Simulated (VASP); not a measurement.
Band structure of CaO (rock salt). Computed with SCAN meta-GGA, VASP's PBE PAW potentials (set 64) (plane waves; VASP).

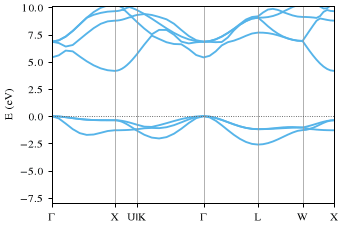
Figure. Bands along high-symmetry lines, zero at the valence-band maximum or, without a gap, the Fermi level

Question: Read the plot: is there a gap, and where are the band edges?

Answer: The gap is indirect, 4.16 eV, from the valence maximum at Γ to the conduction minimum at X.

The compound is CaO in the rock salt structure. It was relaxed first.
